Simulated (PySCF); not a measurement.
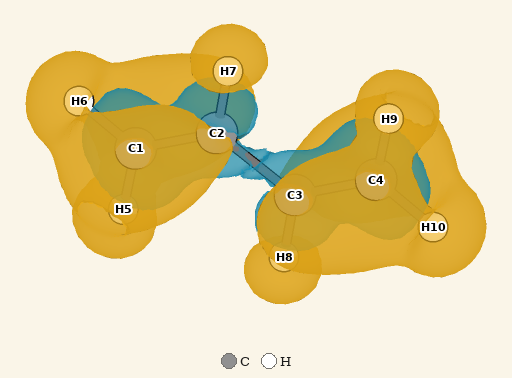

Figure 1: C$_{4}$H$_{6}$, SMILES `C=CC=C`. Fukui function f⁻ = ρ(N) − ρ(N−1) at fixed geometry, surfaces at ±0.015 e/Å³ (yellow positive, teal negative).

PySCF calculation, TPSSh/def2-SVPD, gas phase; geometry: GFN2-xTB. No frequency check shows the geometry to be a minimum.

Input

```python
import numpy as np
from pyscf import gto, scf, dft
from pyscf.scf import atom_ks, atom_hf
from scipy.linalg import block_diag

def solve(mol, dm0=None, hcore=None):
    mf = (dft.UKS if mol.spin else dft.RKS)(mol, xc='tpssh')
    mf.grids.level = 3
    mf = mf.density_fit(auxbasis='def2-universal-jkfit')
    mf.conv_tol, mf.max_cycle = 1e-8, 80
    if hcore is not None:
        mf.get_hcore = lambda *args: hcore
    mf.kernel(dm0)
    if not mf.converged:
        mf = mf.newton().run(mf.mo_coeff, mf.mo_occ, max_cycle=30)
    assert mf.converged, 'SCF not converged'
    return mf

mol = gto.M(atom='''
C      1.82822     0.10737     0.00000
C      0.60134    -0.40223     0.00000
C     -0.60134     0.40223     0.00000
C     -1.82822    -0.10737     0.00000
H      1.99619     1.17224     0.00000
H      2.70657    -0.51496     0.00000
H      0.45611    -1.47505     0.00000
H     -0.45611     1.47505     0.00000
H     -1.99619    -1.17224     0.00000
H     -2.70657     0.51496     0.00000
''', basis='def2-svpd', charge=0, spin=0, verbose=4)
mf = solve(mol)
out = dict(e0=mf.e_tot, dm0=mf.make_rdm1(), c=mf.mo_coeff, occ=mf.mo_occ, eps=mf.mo_energy)
for name, dq, spin in [('cation', 1, 1), ('anion', -1, 1)]:
    ion = mol.copy().set(charge=mol.charge + dq, spin=spin).build()
    mi = solve(ion)
    if spin and dq > 0 and mol.nao < 130:
        c, _, stable, _ = mi.stability(return_status=True)
        if not stable:
            mi = solve(ion, mi.make_rdm1(c, mi.mo_occ))
    print(name, 'vertical energy change / eV', (mi.e_tot - mf.e_tot) * 27.211386)
    out.update({'e_' + name: mi.e_tot, 'dm_' + name: mi.make_rdm1(), 's2_' + name: mi.spin_square()[0], 'eps_' + name: mi.mo_energy, 'occ_' + name: mi.mo_occ})
# spherically averaged free atoms, for the promolecule
atm = atom_ks.get_atm_nrks(mol, xc='tpssh')
pro = block_diag(*[(atm[a[0]][2] * atm[a[0]][3]) @ atm[a[0]][2].T for a in mol._atom])
np.savez('result.npz', pro=pro, **out)
```

Run with:

```sh
OMP_NUM_THREADS=1 python input.py
```

The run took 15 min on 1 thread of Arm Neoverse V1, on a shared host, peak memory 0.81 GiB.

Partitions, critical points and surface values were worked out afterwards from this run's density.

Question: On which atoms does the density change most on removal of an electron?

Answer: f⁻ (Hirshfeld-condensed) is largest on C1 and C4 (0.20 each); the vertical ionisation energy is 8.83 eV. Condensed values hint at sites of electrophilic attack but needn't mark the atom that reacts. Orbital relaxation makes it negative in places (0.18 e in all).
